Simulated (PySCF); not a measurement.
```yaml
atoms:
  - { symbol: F, position_ang: [-2.4853, 1.4288, 0.8365] }
  - { symbol: C, position_ang: [-2.2120, 0.1030, 0.8987] }
  - { symbol: F, position_ang: [-3.4109, -0.5244, 0.9848] }
  - { symbol: C, position_ang: [-1.4517, -0.3571, -0.3391] }
  - { symbol: C, position_ang: [-0.0785, 0.2407, -0.3646] }
  - { symbol: C, position_ang: [1.0472, -0.4594, -0.3462] }
  - { symbol: Si, position_ang: [2.7795, 0.2755, -0.3451] }
  - { symbol: Cl, position_ang: [3.7881, -0.5706, 1.1860] }
  - { symbol: H, position_ang: [-1.6669, -0.0824, 1.8373] }
  - { symbol: H, position_ang: [-2.0208, -0.0372, -1.2165] }
  - { symbol: H, position_ang: [-1.4088, -1.4472, -0.3231] }
  - { symbol: H, position_ang: [-0.0552, 1.3216, -0.3894] }
  - { symbol: H, position_ang: [0.9694, -1.5412, -0.3223] }
  - { symbol: H, position_ang: [3.4730, -0.0595, -1.5871] }
  - { symbol: H, position_ang: [2.7286, 1.7174, -0.1290] }
```

Geometry: GFN2-xTB.

The calculation used CAM-B3LYP/def2-SVPD, SCF density, gas phase in PySCF 2.14.0.

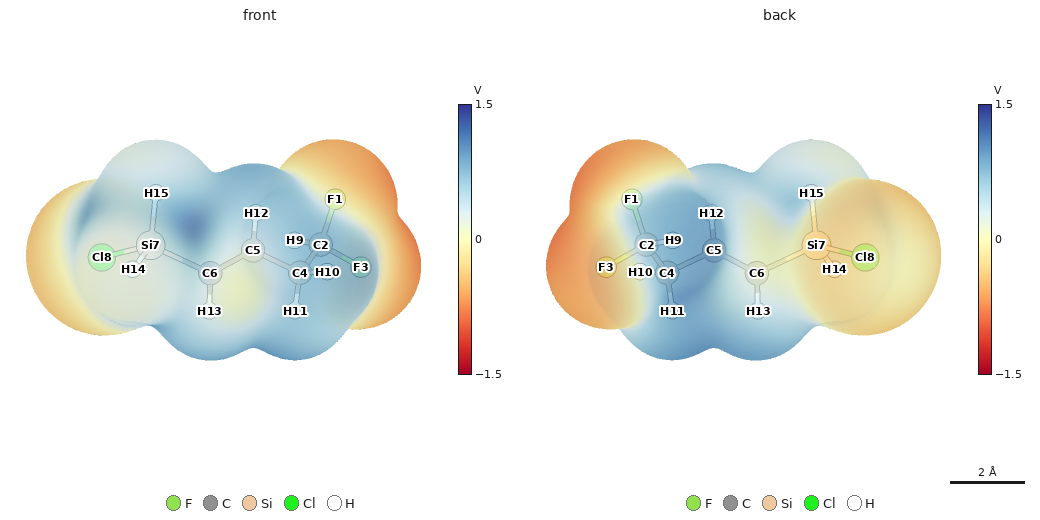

C$_{4}$H$_{7}$ClF$_{2}$Si. The electrostatic potential painted on the density surface at 0.001 e/bohr³, seen from the front and from behind; red is negative and blue positive.

**Describe the electrostatic potential map.**

The most negative region (about −0.8 V) lies over F1 and F3, the most positive (about +1.0 V) over the C, H and Si atoms.

**What dipole moment does the calculation give?**

Its dipole moment is 1.59 D.
